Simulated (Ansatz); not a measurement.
**Fields on a plane of NaI (rock salt)**

```
CELL_PARAMETERS angstrom
      0.00000     3.23007     3.23007
      3.23007     0.00000     3.23007
      3.23007     3.23007     0.00000
ATOMIC_POSITIONS crystal
  I  0.00000 0.00000 0.00000
  Na 0.50000 0.50000 0.50000
```

The slice is a {100} plane (indices of the conventional cell) through the point (0.000, 0.000, 0.000) (fractional), spanned by u = [100] and v = [0 1 -1] in vectors of this cell: u (4.57 Å) and v (4.57 Å, at 90° to u). It covers one period; positions are fractions (u, v).

Atoms on it: I at (0.00, 0.00); Na at (0.50, 0.50).

Method: r2SCAN (plane waves to 500 eV, PAW, scalar-relativistic; Ansatz, a program for electronic structure). k mesh 9×9×9. Inside the PAW spheres the values are not all-electron values, and peaks at nuclei hang on which shells count as valence. NaI was relaxed with its symmetry unable to fall. Spin-orbit coupling is left out, though I is heavy.

```
v \ u  0.00  0.09  0.19  0.28  0.38  0.47  0.56  0.66  0.75  0.84  0.94
-----  ----  ----  ----  ----  ----  ----  ----  ----  ----  ----  ----
0.88    0.7   0.3  -0.2  -0.6  -1.2  -1.5  -1.4  -1.0  -0.5  -0.1   0.5
0.75   -0.3  -0.4  -0.7  -1.0  -1.3  -1.4  -1.4  -1.2  -0.9  -0.6  -0.4
0.62   -1.1  -1.1  -1.3  -1.3  -0.5   0.4   0.2  -0.8  -1.3  -1.2  -1.1
0.50   -1.5  -1.6  -1.6  -1.1   0.4   1.3   1.1  -0.2  -1.4  -1.6  -1.5
0.38   -1.1  -1.1  -1.3  -1.3  -0.5   0.4   0.2  -0.8  -1.3  -1.2  -1.1
0.25   -0.3  -0.4  -0.7  -1.0  -1.3  -1.4  -1.4  -1.2  -0.9  -0.6  -0.4
0.12    0.7   0.3  -0.2  -0.6  -1.2  -1.5  -1.4  -1.0  -0.5  -0.1   0.5
0.00    1.3   1.0   0.0  -0.5  -1.1  -1.5  -1.4  -0.9  -0.3   0.3   1.2
```

Values: log₁₀ of the valence density in e/Å³. The scale is logarithmic, as a density can span decades between atoms and voids.

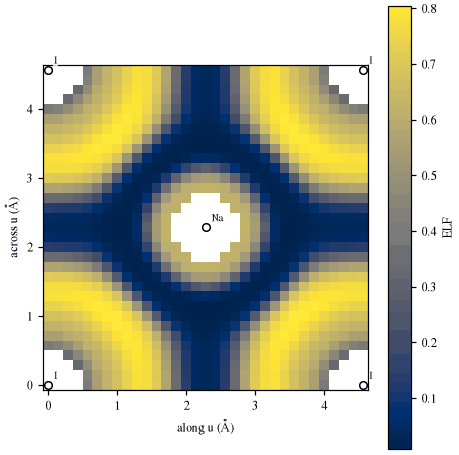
Figure. Electron localisation function (ELF), one period of the plane, atoms marked. Points within 0.5 Å of a nucleus are left white, as the pseudised field means little there.

| Property | Result |
|---|---|
| Density on the I–Na line (3.23 Å) at its density minimum, 2.0 Å from I | 0.06 e/Å³ |
| ELF at that point | 0.02 |
| ELF maximum in the middle third of the I–Na line | 0.81, 1.4 Å from I |
| Character of the I–Na contact (rough rule: ELF there above 0.7 covalent, below 0.2 ionic, polar between) | closed-shell (ionic) |
